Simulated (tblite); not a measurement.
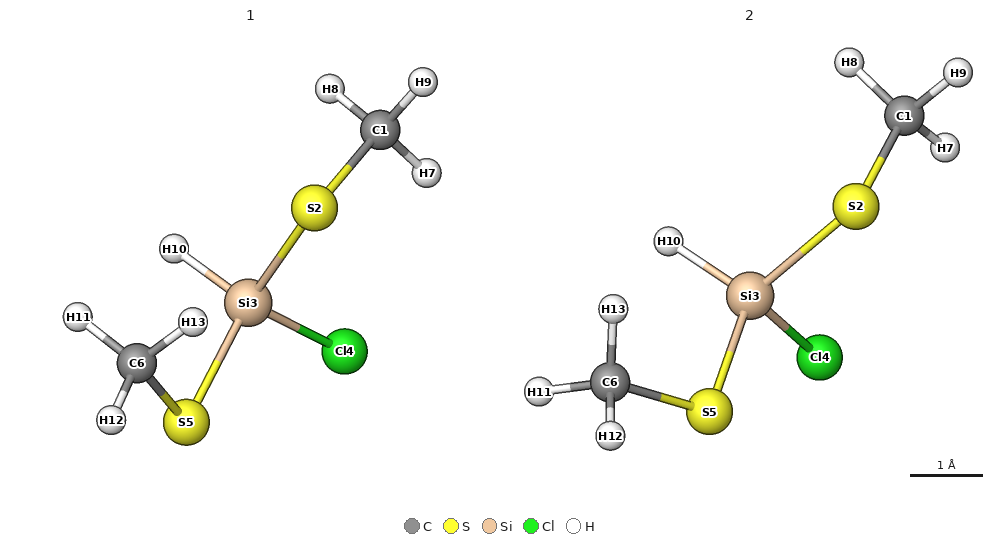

Two geometries of C$_{2}$H$_{7}$ClS$_{2}$Si, drawn at one scale. One is the start of a relaxation, the other its converged end. A ball-and-stick model, seen from a free direction.

Theory: GFN2-xTB geometry optimisation, gas phase in tblite 0.8.0. 

Which one is relaxed?

Answer. Structure 1 is the relaxed one. H11 moves most after the best rigid fit: 1.17 Å. Largest moves by element: H 1.17 Å, S 0.64 Å, C 0.45 Å, Cl 0.36 Å, Si 0.23 Å. Near-neighbour distances that change, for instance: Si3–Cl4 2.101 → 2.011 Å, C1–H9 1.120 → 1.085 Å, C1–H8 1.113 → 1.085 Å, C1–H7 1.112 → 1.085 Å. Among the angles between lasting bonds that change: C1–S2–Si3 112.5° → 99.7°, Si3–S5–C6 113.1° → 101.1°, H8–C1–H9 104.5° → 110.1°. Groups turn about Si3–S5 by about 45°. Over 109 geometry steps the energy falls by 0.465 eV. Cost: 1.5 s on 1 thread of Arm Neoverse N1 (shared host).
